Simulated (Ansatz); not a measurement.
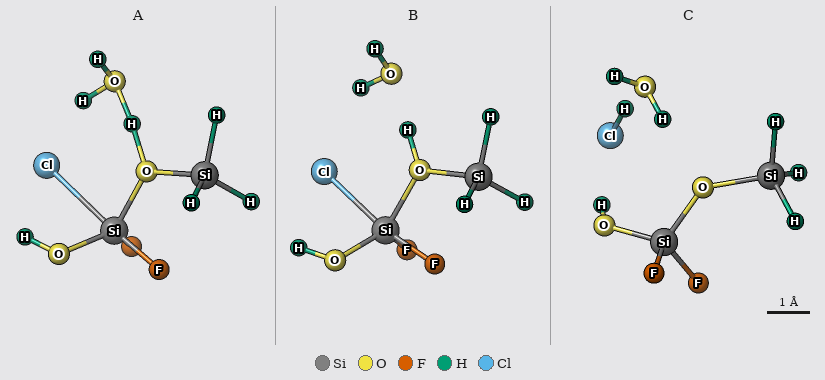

Three geometries of Si$_{2}$H$_{7}$O$_{3}$ClF$_{2}$: a saddle point and the two minima that it joins, in shuffled order. The picture is a ball-and-stick view, seen at a tilt. Sticks join atoms that are closer than about 1.2 times the sum of their covalent radii (a little more with hydrogen).

Stationary points at PBE0-D4/def2-TZVP, single-point energies with CCSD(T)/CBS, RPA@PBE, SPW92 (LDA), r2SCAN-D4 (def2-TZVPP where no basis is named; Ansatz 0.2.0). The energies are electronic, without zero-point or thermal terms, and both ends are the minima reached downhill from the saddle, with any fragments still in contact. CCSD(T)/CBS stands for a frozen-core estimate: MP2 correlation extrapolated from def2-TZVPP and def2-QZVPP, CCSD(T) minus MP2 from the smaller set.

**Which frame is the transition state, what reaction does it lead through, and what barrier is to be expected?**

Frame A is the saddle point. Counted by bonded pieces, C holds HCl + H₂O + Si₂H₄O₂F₂ and B holds H₂O + Si₂H₅ClO₂F₂. From C over the saddle to B, bonds form: Cl–Si (4.08 → 2.53 → 2.27 Å), H–O (1.91 → 1.23 → 1.03 Å), H–O (1.61 → 1.03 → 0.98 Å). Bonds break: Cl–H (1.34 → 1.85 → 2.22 Å), H–O (0.97 → 1.17 → 1.48 Å). The saddle has one imaginary mode, 286i cm⁻¹. With CCSD(T)/CBS the barrier is 0.86 eV from C and 0.17 eV from B, and B lies 0.69 eV above C.

```tsv
level	barrier from C (eV)	barrier from B (eV)	B less C (eV)
CCSD(T)/CBS	0.86	0.17	0.69
RPA@PBE	0.94	0.15	0.79
SPW92 (LDA)	0.23	−0.06	0.29
r2SCAN-D4	0.69	0.05	0.64
```

Against CCSD(T)/CBS, RPA@PBE comes closest on the barrier from C (+0.09 eV) and SPW92 (LDA) misses most (−0.63 eV).
